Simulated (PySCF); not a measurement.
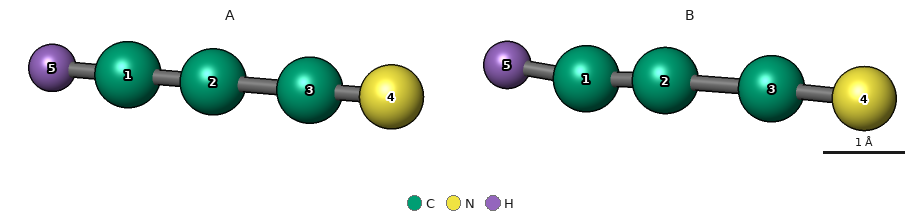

Two geometries of C₃HN, drawn at one scale. One is the start of a relaxation, the other its converged end. Style: ball-and-stick. Shown at a tilt.

Method: PySCF, PBE0-D3(BJ)/def2-SVP geometry optimisation, gas phase. 

Q: Which one is relaxed?

A: Structure A is the relaxed one. The start comes from MMFF94s. Its atoms were then displaced at random by about 0.03 Å. Over 7 geometry steps the energy falls by 186.9 kJ/mol. The largest move after the best rigid fit is that of N4, 0.18 Å. By element the largest moves are N 0.18 Å, C 0.11 Å, H 0.08 Å. Among the contacts that change: C3–N4 1.321 → 1.162 Å, C2–C3 1.502 → 1.377 Å, C1–C2 1.134 → 1.213 Å, C1–H5 1.130 → 1.076 Å. Among the angles between lasting bonds that change: C2–C1–H5 172.4° → 179.7°, C1–C2–C3 176.8° → 179.8°.
